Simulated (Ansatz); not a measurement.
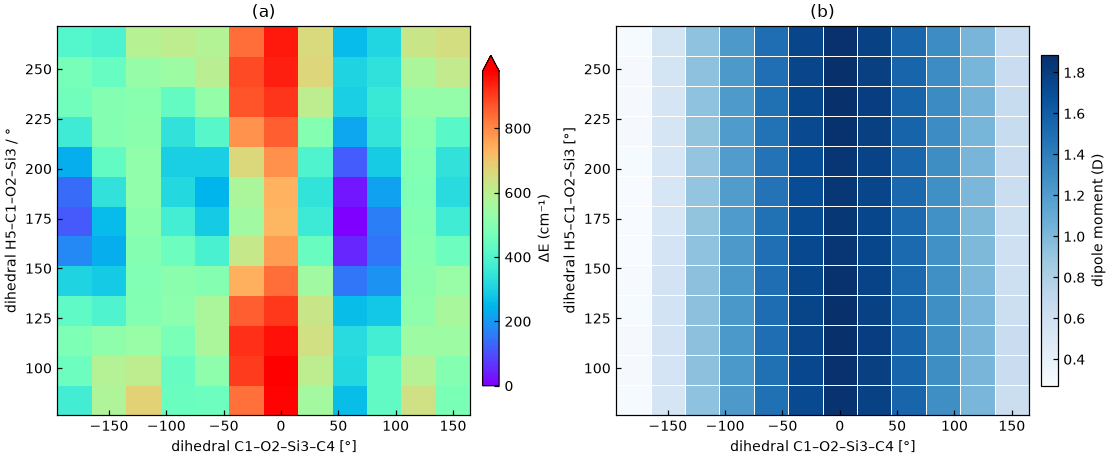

C2H8OSi, SMILES CO[SiH2]C. First axis: dihedral C1–O2–Si3–C4. Second axis: dihedral H5–C1–O2–Si3. Nothing is relaxed (all other coordinates rigid). Grid: 12 × 13 points. Points are written as (first, second). All energies are given in cm⁻¹ relative to the lowest grid point. The calculation used RKS PBE-D4/def2-SVP (Ansatz).

Panel (a) is the energy; panel (b) is the computed dipole moment, in D.

In the figure: one coloured cell a grid point, one colour for all values above the top of the scale.

> How does the dipole moment vary over the map, and what is it at the lowest grid point?

Leaving out the highest fifth of the energies, it runs from 0.27 D at (−180°, 174°) to 1.79 D at (30°, 234°). At the lowest grid point, (60°, 174°), it is 1.53 D.

| dihedral H5–C1–O2–Si3 ↓, dihedral C1–O2–Si3–C4 → | −180 | −150 | −120 | −90 | −60 | −30 | 0 | 30 | 60 | 90 | 120 | 150 |
| --- | --- | --- | --- | --- | --- | --- | --- | --- | --- | --- | --- | --- |
| 264 | 0.29 | 0.56 | 0.94 | 1.23 | 1.50 | 1.76 | 1.88 | 1.78 | 1.55 | 1.31 | 1.02 | 0.64 |
| 249 | 0.29 | 0.56 | 0.94 | 1.22 | 1.49 | 1.76 | 1.88 | 1.79 | 1.55 | 1.31 | 1.03 | 0.65 |
| 234 | 0.29 | 0.55 | 0.93 | 1.22 | 1.48 | 1.75 | 1.88 | 1.79 | 1.56 | 1.31 | 1.04 | 0.66 |
| 219 | 0.29 | 0.54 | 0.93 | 1.21 | 1.47 | 1.73 | 1.87 | 1.79 | 1.56 | 1.31 | 1.03 | 0.66 |
| 204 | 0.29 | 0.53 | 0.92 | 1.21 | 1.46 | 1.71 | 1.85 | 1.77 | 1.55 | 1.30 | 1.02 | 0.65 |
| 189 | 0.28 | 0.53 | 0.92 | 1.21 | 1.47 | 1.71 | 1.84 | 1.76 | 1.54 | 1.29 | 1.01 | 0.63 |
| 174 | 0.27 | 0.54 | 0.92 | 1.21 | 1.48 | 1.72 | 1.84 | 1.75 | 1.53 | 1.28 | 1.00 | 0.62 |
| 159 | 0.27 | 0.55 | 0.94 | 1.22 | 1.49 | 1.74 | 1.85 | 1.75 | 1.53 | 1.28 | 1.00 | 0.61 |
| 144 | 0.28 | 0.57 | 0.95 | 1.23 | 1.50 | 1.75 | 1.87 | 1.76 | 1.53 | 1.29 | 1.00 | 0.62 |
| 129 | 0.29 | 0.57 | 0.95 | 1.24 | 1.50 | 1.76 | 1.88 | 1.78 | 1.54 | 1.29 | 1.02 | 0.63 |
| 114 | 0.29 | 0.57 | 0.95 | 1.23 | 1.49 | 1.75 | 1.88 | 1.79 | 1.55 | 1.30 | 1.02 | 0.64 |
| 99 | 0.29 | 0.56 | 0.95 | 1.23 | 1.49 | 1.74 | 1.88 | 1.79 | 1.56 | 1.30 | 1.02 | 0.65 |
| 84 | 0.29 | 0.55 | 0.94 | 1.23 | 1.48 | 1.73 | 1.86 | 1.78 | 1.55 | 1.30 | 1.02 | 0.64 |
